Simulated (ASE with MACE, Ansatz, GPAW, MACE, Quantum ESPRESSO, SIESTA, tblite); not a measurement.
**Machine-learned potentials runs on Nb(100)/C(110) interface (68 atoms)**

Aim: run Nb(100)/C(110) interface (68 atoms) in machine-learned potentials and see how near its forces come to a plane-wave reference, and at what cost.

Program: ASE with MACE. Level of theory: the method is named at each step. Results are calculated unless marked as measured.

## Step 1: The structure

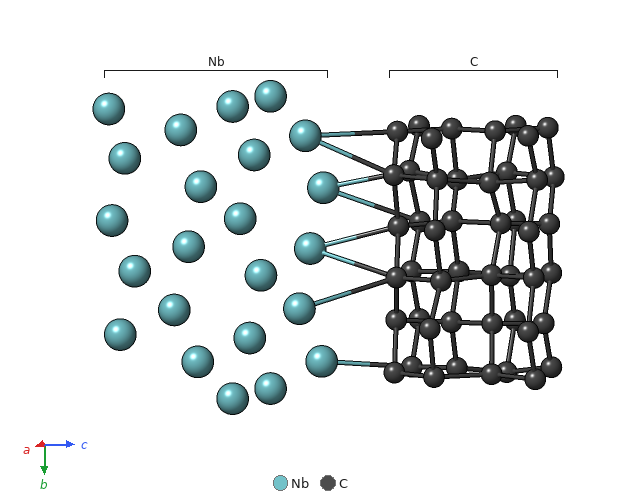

Start, viewed from the side, with the c axis across the page; niobium teal, carbon dark grey. Some periodic images of atoms are drawn too.

The cell holds 68 atoms: 20 Nb and 48 C. Cell: a = 7.134 Å, b = 7.567 Å, c = 22.999 Å, α = 90.0°, β = 90.0°, γ = 90.0°. Bcc Nb(100), 4 repeat layers, 5 surface cells, strained -3.32 and +2.54 %; diamond-structure C(110), 4 layers, 6 cells, -0.00 and -0.00 %; outer planes 2.25 Å apart, 12 Å of vacuum above; not relaxed, displaced by a Gaussian of 0.02 Å. Then every atom was moved at random, 0.05 Å r.m.s. a Cartesian component. Regions: Nb, 20 atoms (20 Nb); C, 48 atoms (48 C). Vacuum lies along c.

The yardstick, on the same geometry:

* method: Kohn-Sham DFT, PBE, SSSP efficiency 1.3.0 pseudopotentials, plane waves (Quantum ESPRESSO 7.5); sssp-pbe-1.3.0-efficiency, cutoffs 45/360 Ry, Γ point
* r.m.s. force component: 2.345 eV/Å
* longest force: 9.342 eV/Å
* time: 4.1 min on 4 MPI ranks of Arm Neoverse V1, shared host
* CPU time: 16 min

## Step 2: MACE MP-0b2 small potential

Method: machine-learned interatomic potential MACE MP-0b2 small, trained on PBE(+U) plane-wave data.

Contents of run.py:

```python
import numpy as np
from ase.io import read
import mlip  # loads the published weights by name

atoms = read("structure.xyz")
atoms.calc = mlip.calc("mace-mp-0b2-small")
energy = atoms.get_potential_energy()
forces = atoms.get_forces()
print(f"energy {energy:.6f} eV")
print("forces (eV/A)")
for i, (a, f) in enumerate(zip(atoms, forces)):
    print(f"{i:4d} {a.symbol:2s} {f[0]:10.5f} {f[1]:10.5f} {f[2]:10.5f}")
```

Contents of structure.xyz:

```xyz
68
Lattice="7.13400 0.00000 0.00000 0.00000 7.56670 0.00000 0.00000 0.00000 22.99872" Properties=species:S:1:pos:R:3 pbc="T T T"
Nb 5.70556 3.02774 5.98404
Nb 4.99344 0.69954 7.68019
Nb 5.72482 2.96274 9.33472
Nb 3.60980 3.80499 10.87264
Nb 4.23531 6.03573 5.99485
Nb 3.62450 3.77382 7.69399
Nb 4.34425 6.10254 9.39199
Nb 2.08727 6.78309 10.95797
Nb 2.92080 1.51939 5.92953
Nb 2.12850 6.80995 7.72527
Nb 2.82242 1.41944 9.29654
Nb 0.77247 2.33576 10.81952
Nb 1.40811 4.49825 5.97875
Nb 0.71069 2.32585 7.61051
Nb 1.37558 4.58973 9.27147
Nb 6.30489 5.26362 10.96234
Nb 6.99467 0.09224 6.07833
Nb 6.48680 5.30585 7.71745
Nb 7.13229 0.00446 9.33196
Nb 4.98980 0.83582 10.93612
C 3.90251 5.62985 13.15826
C 1.18738 4.47078 13.17091
C 1.99559 4.43749 14.52438
C 2.98979 5.71399 14.47171
C 3.82489 5.71611 15.65431
C 1.20928 4.57188 15.74653
C 2.12536 4.46216 16.96064
C 3.00463 5.73397 16.88635
C 3.87169 0.75584 13.18310
C 1.34690 6.93768 13.21069
C 2.16674 6.92868 14.49793
C 2.98793 0.70385 14.48045
C 3.93968 0.72882 15.74607
C 1.17647 7.06949 15.66167
C 2.14412 6.89954 16.96593
C 2.94820 0.67139 16.98478
C 0.37625 5.73692 13.27302
C 4.81438 4.50022 13.28981
C 5.60775 4.54789 14.56417
C 6.50136 5.75985 14.39260
C 0.43874 5.75183 15.77850
C 4.66364 4.42879 15.75228
C 5.69843 4.45928 17.00019
C 6.56542 5.81841 16.97168
C 3.84252 3.20722 13.20793
C 1.21956 1.87019 13.12491
C 2.16817 2.05648 14.50552
C 2.99635 3.09826 14.49241
C 3.91999 3.11408 15.89258
C 1.16306 1.89697 15.66742
C 2.04018 1.97884 17.01537
C 2.97224 3.15819 17.02595
C 0.36897 0.73632 13.26198
C 4.80653 6.96114 13.23461
C 5.63893 7.03930 14.38524
C 6.60872 0.82477 14.46022
[... 8 atom lines left out ...]
C 0.35848 3.18089 15.77413
C 4.78092 2.02810 15.71825
C 5.70092 1.92028 17.08782
C 6.54644 3.22879 16.99076
```

The run is started by

```console
OMP_NUM_THREADS=1 python run.py > output.txt
```

Log:

```text
energy -592.212041 eV
forces (eV/A)
   0 Nb   -0.04211    0.07449    0.23381
   1 Nb   -0.41882    0.28637   -0.23515
   2 Nb   -0.25537    0.32808   -0.33967
   3 Nb   -0.32769    0.40312    3.21904
   4 Nb   -0.16617   -0.02913    0.53447
   5 Nb   -0.20517    0.05665   -0.34093
   6 Nb   -0.32595   -0.25588   -0.67223
   7 Nb    0.28865   -0.36281    2.11975
   8 Nb    0.02592    0.05371    0.69061
   9 Nb    0.35773   -0.12121   -0.44417
  10 Nb    0.15438    0.42438   -0.29599
  11 Nb   -0.25017   -0.17413    3.16945
  12 Nb    0.11894   -0.18926    0.31178
  13 Nb    0.32118   -0.20220   -0.46835
  14 Nb    0.78751   -0.03714    0.29921
  15 Nb    0.45334    0.19181    2.36703
  16 Nb    0.35914   -0.16612   -0.19818
  17 Nb   -0.75865   -0.00673   -0.42971
  18 Nb    0.06594    0.01141   -0.00019
  19 Nb   -0.25485   -0.34510    2.73378
  20 C     1.61036    2.78273    0.48853
  21 C    -2.11286   -0.59832    1.87884
  22 C     4.77273    0.51076   -2.97446
  23 C    -1.05186   -1.49658   -2.40844
[...]
60 C     1.20429   -0.26886   -1.62109
  61 C    -1.23249    2.85940   -0.65899
  62 C     0.20162    3.41950   -0.65632
  63 C    -1.79938    1.01535   -2.40779
  64 C    -1.08172    1.45672    1.59095
  65 C     1.43693   -4.85880    2.58959
  66 C     4.16800    1.11792   -1.48370
  67 C    -3.81098   -0.12526   -0.85446
```

It took 7.8 s on 1 thread of Arm Neoverse V1, shared host; peak memory 0.66 GiB.

Banners, paths, timers and routine set-up lines are dropped from the logs unmarked, and long logs keep their key lines alone; longer cuts are marked.

Against the reference:

```yaml
r_m_s_force_component: 2.191 eV/Å
r_m_s_difference_of_force_components: 472.4 meV/Å
longest_difference_of_force_vectors: 1932 meV/Å
force_difference_over_r_m_s_force: 20.15 %
slope_of_forces_against_the_reference_s: 0.9162
correlation_of_force_components: 0.9806
```

Length of the force difference by element (eV/Å):

```csv
element,atoms,mean,most
C,48,0.73,1.4
Nb,20,0.80,1.9
```

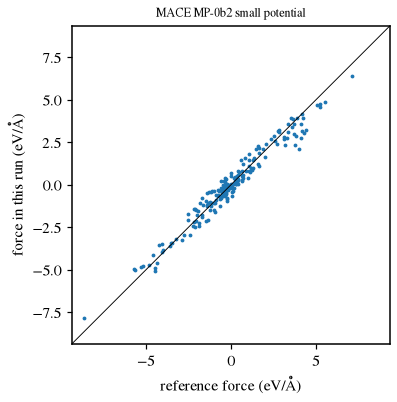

Force components against those of the reference; the line marks equality.

Local excerpt of 11 atoms (numbers count through the whole input) about C35, picked at random; x, y, z are measured from there.

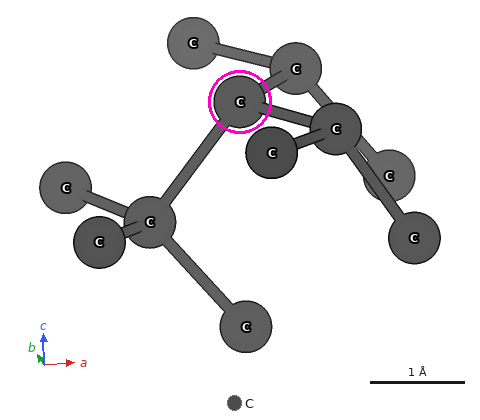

The atoms of the table, within 2.6 Å (arrows a, b, c point along x, y, z); some may hide others; the central atom is ringed.

```
atom      x      y      z  distance (Å)     Fx     Fy  Fz (eV/Å)
 C35   0.00   0.00   0.00          0.00   3.94   2.69      -0.60
 C28   0.86  -1.17  -0.08          1.45  -4.93  -0.88       0.06
 C36   0.80   1.34   0.02          1.56  -3.54   0.09      -1.19
 C34  -0.97   0.17  -1.30          1.63   2.88  -3.97       2.71
 C41  -1.71  -1.15  -1.19          2.37  -5.06   2.75       0.59
 C27  -0.02  -2.44  -0.01          2.44   4.58   0.14      -0.37
 C25   1.68  -1.18  -1.31          2.44   3.02  -0.07       3.92
 C31   0.02   0.03  -2.47          2.47  -0.77   3.59      -1.80
 C57  -1.69   1.38  -1.16          2.48  -4.62  -0.57      -0.47
 C33   1.80   1.40  -1.22          2.58  -0.96  -1.01       1.79
 C51  -0.10   2.65   0.05          2.65   4.85  -1.53      -0.50
```

Atoms are counted from 1 here, from 0 in the log.

Forces lie 20 % from the reference's, at 0.0074 times its CPU time (on 1 against 4 cores).

## Step 3: MACE MPA-0 medium potential

Method: machine-learned interatomic potential MACE MPA-0 medium, trained on PBE(+U) plane-wave data.

Edit run.py of step 2 so:

```diff
@@ -5,3 +5,3 @@
 atoms = read("structure.xyz")
-atoms.calc = mlip.calc("mace-mp-0b2-small")
+atoms.calc = mlip.calc("mace-mpa-0-medium")
 energy = atoms.get_potential_energy()
```

structure.xyz is that of step 2.

Log:

```text
energy -588.558687 eV
forces (eV/A)
   0 Nb   -0.12712   -0.05591    0.82377
   1 Nb   -0.32078    0.34540   -0.04358
   2 Nb   -0.37760    0.94901   -1.11280
   3 Nb   -0.79768   -0.44368    1.61189
   4 Nb    0.11883   -0.09153    1.11844
   5 Nb   -0.29601   -0.02915   -0.55735
   6 Nb   -0.68946   -0.45439   -1.66527
   7 Nb   -0.24222   -0.01922    0.97967
   8 Nb    0.02527    0.03846    1.19330
   9 Nb    0.17995   -0.11722   -0.67886
  10 Nb    0.55156    0.59058   -0.67730
  11 Nb    0.35763   -0.15530    1.92492
  12 Nb    0.19698    0.13459    1.00178
  13 Nb    0.23793   -0.33430   -0.16196
  14 Nb    0.64866   -0.11994   -0.51277
  15 Nb    0.54670    0.19519    0.56802
  16 Nb    0.32316   -0.15491    0.21309
  17 Nb   -0.62714   -0.01855   -0.64821
  18 Nb    0.23518   -0.20400   -0.54554
  19 Nb   -0.10330   -0.04357    2.17049
  20 C     1.40791    2.42835    1.65563
  21 C    -1.19550   -0.69155    2.64426
  22 C     4.65288    0.70799   -2.24147
  23 C    -0.94907   -1.18456   -1.45399
[...]
60 C     0.65027   -0.31308   -0.10699
  61 C    -0.52949    2.98843   -0.05165
  62 C     0.15905    3.17814   -0.19776
  63 C    -1.76510    0.69565   -2.25853
  64 C    -1.12889    0.93744    0.43553
  65 C     1.06936   -4.76325    1.82741
  66 C     3.65880    1.41220   -1.71283
  67 C    -3.37523   -0.09150   -0.51706
```

Elapsed: 8.3 s, on 1 thread; peak memory 1.1 GiB.

Against the reference:

```
r.m.s. force component                  : 1.986 eV/Å
r.m.s. difference of force components   : 669.6 meV/Å
longest difference of force vectors     : 3241 meV/Å
force difference over r.m.s. force      : 28.56 %
slope of forces against the reference's : 0.818
correlation of force components         : 0.9657
```

Against the first run (20 %), the force difference from the reference is 29 %, at 1.1 times the CPU time.

## Step 4: MACE MP-0b3 medium potential

Method: machine-learned interatomic potential MACE MP-0b3 medium, trained on PBE(+U) plane-wave data.

Edit run.py of step 3 so:

```diff
@@ -5,3 +5,3 @@
 atoms = read("structure.xyz")
-atoms.calc = mlip.calc("mace-mpa-0-medium")
+atoms.calc = mlip.calc("mace-mp-0b3-medium")
 energy = atoms.get_potential_energy()
```

structure.xyz is that of step 3.

Log:

```text
energy -588.787253 eV
forces (eV/A)
   0 Nb   -0.15193    0.08610   -0.20104
   1 Nb   -0.45220    0.41911   -0.68585
   2 Nb   -0.11141    0.62088    0.00227
   3 Nb   -0.68557    0.03164    1.97516
   4 Nb    0.13695   -0.01201   -0.12066
   5 Nb   -0.27085    0.01153   -0.80970
   6 Nb   -0.53982   -0.42285   -0.21247
   7 Nb    0.28313   -0.02643    1.42847
   8 Nb   -0.22216   -0.08801    0.23439
   9 Nb    0.17596   -0.09333   -1.39142
  10 Nb    0.33743    0.60020    0.26268
  11 Nb   -0.20736   -0.12105    2.13262
  12 Nb    0.21158    0.31637   -0.10897
  13 Nb    0.33624   -0.29803   -0.58517
  14 Nb    0.66488   -0.22245    0.65969
  15 Nb    0.76144    0.15424    2.30027
  16 Nb    0.58299   -0.38874   -0.76834
  17 Nb   -0.73967   -0.15422   -1.15953
  18 Nb    0.03262    0.00955    0.35816
  19 Nb   -0.27320   -0.45341    2.31624
  20 C     1.38984    2.59641    0.51915
  21 C    -1.16748   -0.77322    1.51375
  22 C     3.78862    0.55003   -2.50437
  23 C    -0.57444   -1.66530   -2.03684
[...]
60 C     0.51037   -0.19509   -0.65865
  61 C    -0.88732    3.13149   -0.40953
  62 C    -0.08994    3.11824   -0.52842
  63 C    -1.42745    0.57409   -1.90307
  64 C    -0.80104    1.35996    1.06274
  65 C     1.20684   -4.26982    2.28706
  66 C     4.66936    1.13816   -1.54310
  67 C    -4.09785   -0.38142   -0.49360
```

Wall time 8.3 s (1 thread); peak memory 1.1 GiB.

Compared with the plane-wave run:

```
r.m.s. force component                  : 2.031 eV/Å
r.m.s. difference of force components   : 580.2 meV/Å
longest difference of force vectors     : 2701 meV/Å
force difference over r.m.s. force      : 24.75 %
slope of forces against the reference's : 0.8445
correlation of force components         : 0.975
```

Against the first run (20 %), the force difference from the reference is 25 %, at 1.1 times the CPU time.

## Step 5: All runs compared

Differences are against the plane-wave reference, forces as r.m.s. over components; share is that over the reference's r.m.s. force, slope the least-squares factor from reference forces to these. Total energies of different programs have different zeros and aren't compared.

```
                         run  Δ force, r.m.s. (meV/Å)  share (%)  slope  cores  CPU time  memory (GiB)
                   reference                        -          -      -      4    16 min           2.6
 MACE MP-0b2 small potential                      472       20.1  0.916      1     7.2 s          0.66
 MACE MPA-0 medium potential                      670       28.6  0.818      1     8.3 s           1.1
MACE MP-0b3 medium potential                      580       24.7  0.845      1     8.3 s           1.1
```

Times of the machine-learned potentials are mostly Python's start and the loading of weights.

CPU time is summed over cores on a shared host, where runs went side by side, so it is rough. Symmetry, cutoffs, thresholds, outputs and thread counts weren't matched or tuned between programs; memory under MPI is the largest rank's times the ranks.

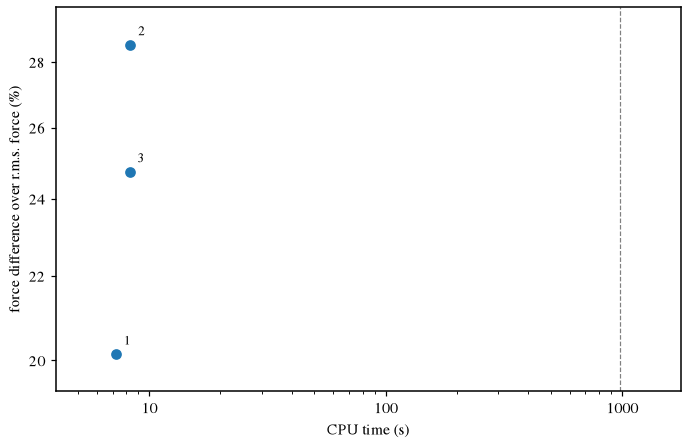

Force difference against CPU time; the dashed line marks the reference's time. Points: 1 MACE MP-0b2 small potential; 2 MACE MPA-0 medium potential; 3 MACE MP-0b3 medium potential.

## Step 6: What came out

```yaml
nearest_in_forces: MACE MP-0b2 small potential, 20 %
its_cpu_time: 7.2 s
```

**Reading.** Machine-learned potentials differ by 20 % (MACE MP-0b2 small potential) to 29 % (MACE MPA-0 medium potential); they were trained on other programs' data. Among those trained on PBE data the slope goes as low as 0.82, which softening far from their training structures can give, though the reference's k-sampling is untested too. Machine-learned potentials mimic data converged in k, so the reference's own k-point error enters their differences. The host structure and its lattice constant were typed by rule, without a check against the phase diagram. The electronic-structure runs sample only Γ, in a cell whose shortest periodic width is 7 Å, which is coarse for a cell with partly filled levels.

[Also dropped from logs without a mark: logging warnings of Python, and SIESTA's first energy breakdown and zero terms.]

[Logs are printed without paths, hosts, clocks, repeated set-up lines and the standing remarks that a program may print on its own settings, such as how far it seeks lower states.]

[Hosts, paths, dates, database ids (printed as entryN), source tags and the programs' standing remarks are cut or masked in the printed files.]
